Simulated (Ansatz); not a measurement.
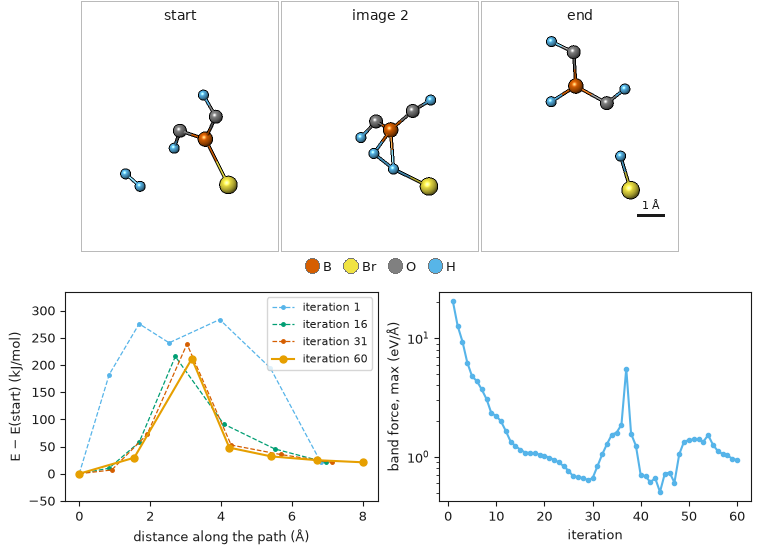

A nudged-elastic-band calculation for BH$_{4}$O$_{2}$Br, made up of BH2O2Br and H2. Images are numbered from 0 (start) to 6 (end). The plot follows the band through its iterations. The picture is a ball-and-stick view, seen from a free direction.

Level of theory: RHF/def2-SVP (Ansatz). Set-up: 5 movable images; climbing image; force threshold 0.03 eV/Å; iteration limit 60; optimiser FIRE; largest step 0.5 Å; starting path through a guess of the saddle point.

Q: Judge this run.

A: The result isn't final. The band hadn't converged when the run stopped after 60 iterations. The largest component of the band force went from 20 to 0.94 eV/Å. The barrier read from it is provisional: over the last two iterations the highest image moved from 210.1 kJ/mol to 211.5 kJ/mol. The step length is far from the usual. The first iteration put the highest image at 283.6 kJ/mol. Forward barrier 211.5 kJ/mol, backward barrier 190.6 kJ/mol, with image 2 at the top; the reaction energy is +20.9 kJ/mol.

Limits of the set-up: the start holds two separate molecules, 3.6 Å apart at their closest, whose relative position is a soft coordinate and is computed without a dispersion correction; Hartree-Fock leaves out electron correlation.

Cost: 2.3 min on 2 threads of AMD EPYC 9R45 96-Core Processor (Zen 5) (shared host), peak memory 0.2 GiB.
